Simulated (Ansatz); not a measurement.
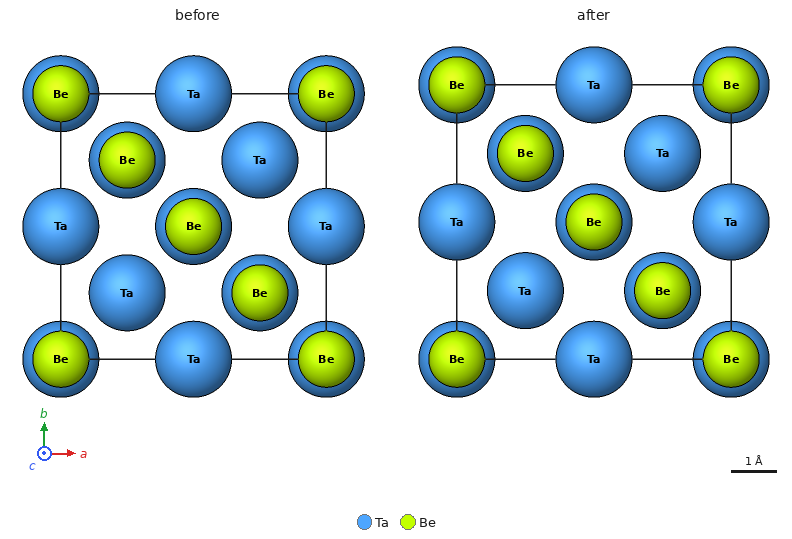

The structure of a crystal of TaBe (built on the NaTl (B32)_227 type) (coarse preliminary run) before (left) and after (right) a relaxation, at one scale.

A spheres-only model of the conventional cell (4 times the calculation's cell), seen along the c axis. Lengths and directions refer to the drawn axes.

Case: NaTl (B32) type (Fd-3m, No. 227).

Level of theory: Ansatz 0.2.0, DFT PBE, scalar-relativistic, plane waves, PAW.

Input file:
```yaml
crystal:
  lattice:
    - [0.0, 2.965519371, 2.965519371]
    - [2.965519371, 0.0, 2.965519371]
    - [2.965519371, 2.965519371, 0.0]
  atoms:
    - { symbol: Ta, position: [0.5, 0.5, 0.5] }
    - { symbol: Ta, position: [0.75, 0.75, 0.75] }
    - { symbol: Be, position: [0.0, 0.0, 0.0] }
    - { symbol: Be, position: [0.25, 0.25, 0.25] }
basis:
  ecutwfc: 420
kpoints:
  mp_grid: { grid: [6, 6, 6] }
hamiltonian:
  xc: pbe
scf:
  occupations: { method: gaussian, width: 0.1 }
  lower_state_search: "off"
output:
  forces: true
  stress: true
  eigenvalues: true
relax:
  adjacent_minimum: "off"
  f_tol: 0.04
  max_steps: 70
  cell: { stress_tol: 0.4 }
```

Run as
```bash
ansatz run input.yaml --threads 1 --pin off --max-ram 2560MiB --backend cpu --events-out ev --progress --plain --runs-dir out
```

### Describe what moved and what it gained.

No atom moves by more than 0.005 Å relative to the cell. Cell: a = b = c 5.931 → 6.129 Å (+3.3 %). Volume +10.4 %. Among the contacts that change: Ta1–Ta2 2.568 → 2.654 Å, Ta1–Be4 2.568 → 2.654 Å. The space group stays Fd-3m (No. 227). After 3 accepted moves (4 points after the start) the energy has fallen by 0.263 eV per cell of the calculation. All forces vanish by symmetry, so only the cell relaxes. The pressure goes from 16.77 to 0.10 GPa. At 1 point the geometry stayed and the basis and grid were re-selected for the new cell (energy shift of 2.5 meV per cell of the calculation at most each time). The run took 5.4 s on 1 thread of Arm Neoverse V2 (shared host), peak memory 0.31 GiB.
